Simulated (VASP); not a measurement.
# YTe3: convergence with the SCF threshold and k-mesh

A convergence test on YTe3: the SCF threshold and k-mesh. The series runs use r2SCAN. The SCF threshold tried: EDIFF = 0.01; EDIFF = 0.001; EDIFF = 1E-04; EDIFF = 1E-05; EDIFF = 1E-06; EDIFF = 1E-08. The k-mesh tried: 2 2 2; 3 3 3; 4 4 4; 5 5 5; 6 6 6; 8 8 8; 10 10 10. The start is a computed cell from the Materials Project.

Main program and level: VASP 6.6.1; r2SCAN; plane waves and PAW (Y_sv, Te).

**1. Set-up**

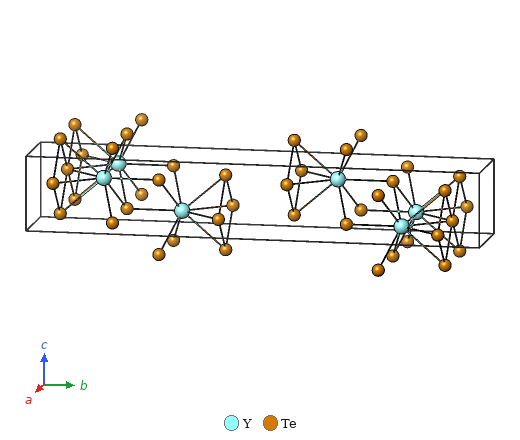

Start, viewed slightly off an axis; yttrium light teal, tellurium orange. This picture shows the conventional cell, with its axes. Some periodic images of atoms are drawn too.

Coordinates:

```cif
data_structure
_symmetry_space_group_name_H-M 'Cmcm'
_symmetry_Int_Tables_number 63
_cell_length_a 4.3372
_cell_length_b 26.3630
_cell_length_c 4.3384
_cell_angle_alpha 90.000
_cell_angle_beta 90.000
_cell_angle_gamma 90.000
_cell_volume 496.06
loop_
_atom_site_label
_atom_site_type_symbol
_atom_site_symmetry_multiplicity
_atom_site_Wyckoff_symbol
_atom_site_fract_x
_atom_site_fract_y
_atom_site_fract_z
_atom_site_occupancy
Y1 Y 4 c 0.00000 0.82838 0.25000 1
Te1 Te 4 c 0.50000 0.57562 0.25000 1
Te2 Te 4 c 0.50000 0.92438 0.25000 1
Te3 Te 4 c 0.00000 0.70682 0.25000 1
```

**2. SCF threshold: EDIFF = 0.01**

EDIFF stops the electronic loop; forces need it tighter than energies do. r2SCAN adds the kinetic-energy density, costs more than a GGA and is run with LASPH.

The input, INCAR:

```
SYSTEM = YTe3
PREC = Accurate
ENCUT = 400
EDIFF = 0.01
NELM = 100
ISMEAR = -1
SIGMA = 0.05
LREAL = .FALSE.
ALGO = Normal
METAGGA = R2SCAN
LASPH = .TRUE.
NBANDS = 37
LORBIT = 11
LWAVE = .FALSE.
LCHARG = .FALSE.
KPAR = 8
ISIF = 2
```

The input, POSCAR:

```
YTe3
1.0
    4.3372342400      0.0000000000      0.0000000000
    0.0000000000      0.0000000000      4.3383663100
    2.1686171200    -13.1814784600      0.0000000000
Y Te
2 6
Direct
    0.8283804400      0.2500000000      0.3432391200
    0.1716195600      0.7500000000      0.6567608800
    0.0756230300      0.2500000000      0.8487539400
    0.9243769700      0.7500000000      0.1512460600
    0.4243801200      0.2500000000      0.1512397600
    0.5756198800      0.7500000000      0.8487602400
    0.7068196200      0.2500000000      0.5863607600
    0.2931803800      0.7500000000      0.4136392400
```

The input, KPOINTS:

```
Automatic mesh
0
Gamma
5 5 5
0 0 0
```

The projector-augmented-wave data sets are Y_sv and Te (PBE family, release 64).

Started as:

```console
$ mpirun -np 8 vasp_std
```

The program printed:

```text
[banner, memory and clock lines left out]
running    8 mpi-ranks, on    1 nodes
 distrk:  each k-point on    1 cores,    8 groups
 distr:  one band on    1 cores,    1 groups

 POSCAR found type information on POSCAR Y Te
 POSCAR found :  2 types and       8 ions
|                                                                             |
|           W    W    AA    RRRRR   N    N  II  N    N   GGGG   !!!           |
|           W    W   A  A   R    R  NN   N  II  NN   N  G    G  !!!           |
|           W    W  A    A  R    R  N N  N  II  N N  N  G       !!!           |
|           W WW W  AAAAAA  RRRRR   N  N N  II  N  N N  G  GGG   !            |
|           WW  WW  A    A  R   R   N   NN  II  N   NN  G    G                |
|           W    W  A    A  R    R  N    N  II  N    N   GGGG   !!!           |
|                                                                             |
|     For optimal performance we recommend to set                             |
|       NCORE = 2 up to number-of-cores-per-socket                            |
|     NCORE specifies how many cores store one orbital (NPAR=cpu/NCORE).      |
|     This setting can greatly improve the performance of VASP for DFT.       |
|     The default, NCORE=1 might be grossly inefficient on modern             |
|     multi-core architectures or massively parallel machines. Do your        |
|     Unfortunately you need to use the default for GW and RPA                |
|     calculations (for HF NCORE is supported but not extensively tested      |
|     yet).                                                                   |
|                                                                             |

|                                                                             |
|               ----> ADVICE to this user running VASP <----                  |
|                                                                             |
|     You enforced a specific xc type in the INCAR file but a different       |
|     [... a line on the potential file left out ...]
|     I HOPE YOU KNOW WHAT YOU ARE DOING!                                     |
|                                                                             |

 LDA part: xc-table for (None), standard interpolation
 POSCAR, INCAR and KPOINTS ok, starting setup
 FFT: planning ... GRIDC
 FFT: planning ... GRID_SOFT
 FFT: planning ... GRID
 WAVECAR not read
 entering main loop
       N       E                     dE             d eps       ncg     rms          rms(c)
DAV:   1     0.123400777835E+03    0.12340E+03   -0.21829E+04  2014   0.114E+03
DAV:   2    -0.184416325260E+03   -0.30782E+03   -0.29950E+03  2388   0.262E+02
DAV:   3    -0.211565417603E+03   -0.27149E+02   -0.26554E+02  2930   0.609E+01
DAV:   4    -0.214121864279E+03   -0.25564E+01   -0.25430E+01  3660   0.153E+01
DAV:   5    -0.214178312790E+03   -0.56449E-01   -0.56415E-01  2831   0.240E+00    0.335E+01
DAV:   6    -0.201800038980E+03    0.12378E+02   -0.65421E+00  3288   0.115E+01    0.202E+01
DAV:   7    -0.201762764824E+03    0.37274E-01   -0.67028E+00  2486   0.863E+00    0.101E+01
DAV:   8    -0.201727474643E+03    0.35290E-01   -0.42522E-01  2775   0.257E+00    0.442E+00
DAV:   9    -0.201609507400E+03    0.11797E+00   -0.70028E-01  2314   0.244E+00    0.134E+00
DAV:  10    -0.201612540538E+03   -0.30331E-02   -0.32400E-02  2263   0.754E-01
   1 F= -.20161254E+03 E0= -.20160457E+03  d E =-.159394E-01
```

The job ended after 2.3 min (8 MPI ranks of Intel Xeon Platinum 8259CL at 2.50GHz (Skylake/Cascade Lake), shared host; peak memory 3 GiB).

Lines that name or quote the potential files are left out of all logs, and their timing lines are given in words.

Parts of OUTCAR (step 2):

```text
ion  position               nearest neighbor table
   1  0.828  0.250  0.343-   8 3.20   8 3.20   8 3.20   8 3.20   7 3.20   5 3.33   5 3.33   4 3.33
                             4 3.33
   2  0.172  0.750  0.657-   7 3.20   7 3.20   7 3.20   7 3.20   8 3.20   6 3.33   6 3.33   3 3.33
                             3 3.33
   3  0.076  0.250  0.849-   6 3.07   6 3.07   6 3.07   6 3.07   2 3.33   2 3.33
   4  0.924  0.750  0.151-   5 3.07   5 3.07   5 3.07   5 3.07   1 3.33   1 3.33
   5  0.424  0.250  0.151-   4 3.07   4 3.07   4 3.07   4 3.07   1 3.33   1 3.33
   6  0.576  0.750  0.849-   3 3.07   3 3.07   3 3.07   3 3.07   2 3.33   2 3.33
   7  0.707  0.250  0.586-   2 3.20   2 3.20   2 3.20   2 3.20   1 3.20
   8  0.293  0.750  0.414-   1 3.20   1 3.20   1 3.20   1 3.20   2 3.20

  LATTYP: Found a base centered orthorhombic cell.
 ALAT       =     4.3372342400
 B/A-ratio  =     6.0782875587
 C/A-ratio  =     1.0002610120

 Subroutine GETGRP returns: Found  8 space group operations
 (whereof  4 operations were pure point group operations)

The static configuration has the point symmetry C_2h.
 The point group associated with its full space group is D_2h.

 Found     27 irreducible k-points:

   k-points           NKPTS =     27   k-points in BZ     NKDIM =     27   number of bands    NBANDS=     37

   dimension x,y,z NGX =    28 NGY =   28 NGZ =   90
   dimension x,y,z NGXF=    56 NGYF=   56 NGZF=  180

   ENCUT  =  400.0 eV  29.40 Ry    5.42 a.u.   7.07  7.07 21.78*2*pi/ulx,y,z

   NELECT =      58.0000    total number of electrons

 k-points in reciprocal lattice and weights: Automatic mesh
   0.00000000  0.00000000  0.00000000       0.008
   0.20000000  0.00000000  0.00000000       0.032
   0.40000000  0.00000000  0.00000000       0.032
   0.00000000  0.20000000  0.00000000       0.016
   0.20000000  0.20000000  0.00000000       0.064
   0.40000000  0.20000000  0.00000000       0.064
   0.00000000  0.40000000  0.00000000       0.016
   0.20000000  0.40000000  0.00000000       0.064
   0.40000000  0.40000000  0.00000000       0.064
[...]
0.00000000  0.40000000  0.40000000       0.032
  -0.20000000  0.40000000  0.40000000       0.032

 average (electrostatic) potential at core
       1 -39.7318       2 -39.7318       3 -94.0082       4 -94.0082       5 -94.0052
       6 -94.0052       7 -92.6201       8 -92.6201

 E-fermi :   5.8491

 k-point     1 :       0.0000    0.0000    0.0000
  band No.  band energies     occupation
    ...
     24       4.8321      2.00000
     25       4.9049      2.00000
     26       5.0726      2.00000
     27       5.3474      1.99991
     28       5.3486      1.99991
     29       7.4267      0.00000
     30       7.6403      0.00000
     31       7.8819      0.00000
     32       7.9245      0.00000
     33       7.9530      0.00000
    ...

 k-point     2 :       0.2000    0.0000    0.0000
  band No.  band energies     occupation
    ...
     24       3.9631      2.00000
     25       4.6319      2.00000
     26       4.7538      2.00000
     27       4.9506      2.00000
     28       5.3891      1.99980
     29       6.6233      0.00000
     30       6.7411      0.00000
     31       6.9393      0.00000
     32       7.0753      0.00000
     33       7.7385      0.00000
    ...

 k-point     3 :       0.4000    0.0000    0.0000
  band No.  band energies     occupation
    ...
     28       4.6003      2.00000
     29       4.7292      2.00000
     30       4.7597      2.00000
     31       5.1878      2.00000
     32       5.6121      1.98267
     33       8.2424      0.00000
     34       8.4038      0.00000
     35       8.4137      0.00000
     36       8.6119      0.00000
     37       8.8412      0.00000

  Total       -1.1648725      0.6531877     -1.1683126      0.0000000      0.0000000      0.0000000
  in kB       -7.5246408      4.2193481     -7.5468625      0.0000000      0.0000000      0.0000000
  external PRESSURE =      -3.6173850 kB  Pullay stress =       0.0000000 kB

  energy-cutoff  :      400.00
  volume of cell :      248.03
      direct lattice vectors                 reciprocal lattice vectors
     4.337234240  0.000000000  0.000000000     0.230561677  0.037932012  0.000000000
     0.000000000  0.000000000  4.338366310     0.000000000  0.000000000  0.230501513
     2.168617120-13.181478460  0.000000000     0.000000000 -0.075864024  0.000000000

 POSITION                                       TOTAL-FORCE (eV/Angst)
 -----------------------------------------------------------------------------------
      4.33723     -4.52440      1.08459         0.000000     -0.196783      0.000000
      2.16862     -8.65708      3.25377         0.000000      0.196783     -0.000000
      2.16862    -11.18783      1.08459         0.000000     -0.082631      0.000000
      4.33723     -1.99365      3.25377        -0.000000      0.082631     -0.000000
      2.16862     -1.99356      1.08459        -0.000000      0.084554      0.000000
      4.33723    -11.18791      3.25377         0.000000     -0.084554     -0.000000
      4.33723     -7.72910      1.08459         0.000000      0.039949      0.000000
      2.16862     -5.45238      3.25377        -0.000000     -0.039949      0.000000
 -----------------------------------------------------------------------------------
    total drift:                               -0.000000      0.000000      0.000000

  FREE ENERGIE OF THE ION-ELECTRON SYSTEM (eV)
  ---------------------------------------------------
  free  energy   TOTEN  =      -201.6125405384 eV

  energy  without entropy=     -201.5966011304  energy(sigma->0) =     -201.60457083

 total charge
# of ion       s       p       d       f       tot
--------------------------------------------------
    1        2.138   6.241   0.833   0.035   9.247
    2        2.138   6.241   0.833   0.035   9.247
    3        1.424   1.895   0.046   0.000   3.364
    4        1.424   1.895   0.046   0.000   3.364
    5        1.424   1.895   0.046   0.000   3.364
    6        1.424   1.895   0.046   0.000   3.364
    7        1.351   2.153   0.019   0.000   3.524
    8        1.351   2.153   0.019   0.000   3.524
--------------------------------------------------
tot         12.674  24.369   1.886   0.070  39.000

[... 3 further parts left out ...]
```

The k-mesh is coarse for a metal. The PAW data sets were made with PBE, which is usual practice but a small mismatch for other functionals.

Numbers from this step:

```
SCF cycles              : 10
electrons               : 58
bands                   : 37
irreducible k-points    : 27
symmetry operations     : 8
free energy (TOTEN)     : -201.6125 eV
energy at zero smearing : -201.6046 eV
Fermi energy            : 5.849 eV
pressure                : -0.3617 GPa
metallic                : yes
```

The series starts at -25.2006 eV an atom and -0.36 GPa, after 10 cycles in 2.3 min.

**3. SCF threshold: EDIFF = 0.001**

Changes to INCAR since step 2:

```diff
@@ -3,3 +3,3 @@
 ENCUT = 400
-EDIFF = 0.01
+EDIFF = 0.001
 NELM = 100
```

POSCAR is that of step 2.

KPOINTS is that of step 2.

Started as:

```console
$ mpirun -np 8 vasp_std
```

The program printed:

```text
[banner, memory and clock lines left out]
running    8 mpi-ranks, on    1 nodes
[...]
[... a notice as in an earlier step ...]

 [... a notice as in an earlier step ...]

 LDA part: xc-table for (None), standard interpolation
 POSCAR, INCAR and KPOINTS ok, starting setup
[...]
entering main loop
       N       E                     dE             d eps       ncg     rms          rms(c)
[... 9 cycles as in an earlier step ...]
DAV:  10    -0.201612579724E+03   -0.30723E-02   -0.32792E-02  2495   0.754E-01    0.375E-01
DAV:  11    -0.201612642709E+03   -0.62985E-04   -0.87254E-04  1882   0.120E-01
   1 F= -.20161264E+03 E0= -.20160469E+03  d E =-.159043E-01
```

Wall time 98 s (8 MPI ranks); peak memory 3 GiB.

Parts of OUTCAR (step 3):

```text
  Total       -1.0792549      0.6196948     -1.0816613      0.0000000      0.0000000      0.0000000
  in kB       -6.9715828      4.0029968     -6.9871274      0.0000000      0.0000000      0.0000000
  external PRESSURE =      -3.3185711 kB  Pullay stress =       0.0000000 kB

 POSITION                                       TOTAL-FORCE (eV/Angst)
 -----------------------------------------------------------------------------------
      4.33723     -4.52440      1.08459         0.000000     -0.179693      0.000000
      2.16862     -8.65708      3.25377         0.000000      0.179693      0.000000
      2.16862    -11.18783      1.08459        -0.000000     -0.080510      0.000000
      4.33723     -1.99365      3.25377         0.000000      0.080510     -0.000000
      2.16862     -1.99356      1.08459         0.000000      0.081785     -0.000000
      4.33723    -11.18791      3.25377        -0.000000     -0.081785      0.000000
      4.33723     -7.72910      1.08459         0.000000      0.030786      0.000000
      2.16862     -5.45238      3.25377        -0.000000     -0.030786      0.000000
 -----------------------------------------------------------------------------------
    total drift:                               -0.000000      0.000000      0.000000

  FREE ENERGIE OF THE ION-ELECTRON SYSTEM (eV)
  ---------------------------------------------------
  free  energy   TOTEN  =      -201.6126427090 eV

  energy  without entropy=     -201.5967383620  energy(sigma->0) =     -201.60469054

[... 2 parts as in an earlier step ...]

[... 1 further part left out ...]
[key lines of the parts left out:]
E-fermi :   5.8502
```

Against the run before the energy moves by -0.01 meV an atom and the pressure by +0.03 GPa, after 11 cycles in 98 s.

**4. SCF threshold: EDIFF = 1E-04**

Changes to INCAR since step 3:

```diff
@@ -3,3 +3,3 @@
 ENCUT = 400
-EDIFF = 0.001
+EDIFF = 1E-04
 NELM = 100
```

POSCAR is that of step 3.

KPOINTS is that of step 3.

Started as:

```console
$ mpirun -np 8 vasp_std
```

The program printed:

```text
[... set-up lines as in an earlier step ...]
 entering main loop
       N       E                     dE             d eps       ncg     rms          rms(c)
[... 10 cycles as in an earlier step ...]
DAV:  11    -0.201612670706E+03   -0.90983E-04   -0.11526E-03  3018   0.120E-01    0.242E-01
DAV:  12    -0.201612834491E+03   -0.16378E-03   -0.71319E-04  2508   0.131E-01    0.154E-01
DAV:  13    -0.201612804851E+03    0.29640E-04   -0.10483E-04  1636   0.427E-02
   1 F= -.20161280E+03 E0= -.20160487E+03  d E =-.158669E-01
```

Run time: 1.7 min. Hardware: 8 MPI ranks; peak memory 3 GiB.

Parts of OUTCAR (step 4):

```text
  Total       -0.8958450      0.6832531     -0.8980193      0.0000000     -0.0000000      0.0000000
  in kB       -5.7868235      4.4135594     -5.8008689      0.0000000     -0.0000000      0.0000000
  external PRESSURE =      -2.3913777 kB  Pullay stress =       0.0000000 kB

 POSITION                                       TOTAL-FORCE (eV/Angst)
 -----------------------------------------------------------------------------------
      4.33723     -4.52440      1.08459         0.000000     -0.171466     -0.000000
      2.16862     -8.65708      3.25377         0.000000      0.171466      0.000000
      2.16862    -11.18783      1.08459         0.000000     -0.071941     -0.000000
      4.33723     -1.99365      3.25377         0.000000      0.071941      0.000000
      2.16862     -1.99356      1.08459        -0.000000      0.072259     -0.000000
      4.33723    -11.18791      3.25377         0.000000     -0.072259      0.000000
      4.33723     -7.72910      1.08459        -0.000000      0.014795     -0.000000
      2.16862     -5.45238      3.25377         0.000000     -0.014795     -0.000000
 -----------------------------------------------------------------------------------
    total drift:                               -0.000000      0.000000      0.000000

  FREE ENERGIE OF THE ION-ELECTRON SYSTEM (eV)
  ---------------------------------------------------
  free  energy   TOTEN  =      -201.6128048513 eV

  energy  without entropy=     -201.5969379859  energy(sigma->0) =     -201.60487142

[... 2 parts as in an earlier step ...]

[... 1 further part left out ...]
[key lines of the parts left out:]
E-fermi :   5.8518
```

Against the run before the energy moves by -0.02 meV an atom and the pressure by +0.09 GPa, after 13 cycles in 1.7 min.

**5. SCF threshold: EDIFF = 1E-05**

Changes to INCAR since step 4:

```diff
@@ -3,3 +3,3 @@
 ENCUT = 400
-EDIFF = 1E-04
+EDIFF = 1E-05
 NELM = 100
```

POSCAR is that of step 4.

KPOINTS is that of step 4.

Started as:

```console
$ mpirun -np 8 vasp_std
```

The program printed:

```text
[... set-up lines as in an earlier step ...]
 entering main loop
       N       E                     dE             d eps       ncg     rms          rms(c)
[... 10 cycles as in an earlier step ...]
DAV:  11    -0.201612671551E+03   -0.91828E-04   -0.11611E-03  3226   0.120E-01    0.243E-01
DAV:  12    -0.201612833158E+03   -0.16161E-03   -0.68918E-04  2588   0.128E-01    0.150E-01
DAV:  13    -0.201612806534E+03    0.26623E-04   -0.12881E-04  2740   0.425E-02    0.353E-02
DAV:  14    -0.201612805518E+03    0.10167E-05   -0.14951E-05  1772   0.165E-02
   1 F= -.20161281E+03 E0= -.20160487E+03  d E =-.158711E-01
```

Run time: 1.8 min. Hardware: 8 MPI ranks; peak memory 3.1 GiB; 14 min of CPU time.

OUTCAR, selected parts (step 5):

```text
  Total       -0.9220511      0.6715906     -0.9239563      0.0000000     -0.0000000      0.0000000
  in kB       -5.9561050      4.3382242     -5.9684118      0.0000000     -0.0000000      0.0000000
  external PRESSURE =      -2.5287642 kB  Pullay stress =       0.0000000 kB

 POSITION                                       TOTAL-FORCE (eV/Angst)
 -----------------------------------------------------------------------------------
      4.33723     -4.52440      1.08459         0.000000     -0.170819      0.000000
      2.16862     -8.65708      3.25377         0.000000      0.170819     -0.000000
      2.16862    -11.18783      1.08459         0.000000     -0.072708      0.000000
      4.33723     -1.99365      3.25377        -0.000000      0.072708      0.000000
      2.16862     -1.99356      1.08459         0.000000      0.072928      0.000000
      4.33723    -11.18791      3.25377        -0.000000     -0.072928      0.000000
      4.33723     -7.72910      1.08459         0.000000      0.014412      0.000000
      2.16862     -5.45238      3.25377         0.000000     -0.014412      0.000000
 -----------------------------------------------------------------------------------
    total drift:                               -0.000000      0.000000      0.000000

  FREE ENERGIE OF THE ION-ELECTRON SYSTEM (eV)
  ---------------------------------------------------
  free  energy   TOTEN  =      -201.6128055177 eV

  energy  without entropy=     -201.5969343876  energy(sigma->0) =     -201.60486995

[... 2 parts as in an earlier step ...]

[... 1 further part left out ...]
[key lines of the parts left out:]
E-fermi :   5.8514
```

Against the run before the energy stays within 0.01 meV an atom; the pressure moves by -0.01 GPa, after 14 cycles in 1.8 min.

(Continued in part 2 of 3.)

[Lines on the potential files, build, host, timing and source positions are cut from VASP's logs without a mark.]

[Logs are printed without paths, hosts, clocks, repeated set-up lines and the standing remarks that a program may print on its own settings, such as how far it seeks lower states.]

[Hosts, paths, dates, database ids (printed as entryN), source tags and the programs' standing remarks are cut or masked in the printed files.]

[A measured line is paired with the nearest computed mode of its activity, which favours agreement.]

[In band tables of VASP the shares of atoms and orbitals are scaled to a sum of 1 inside the atoms' spheres.]
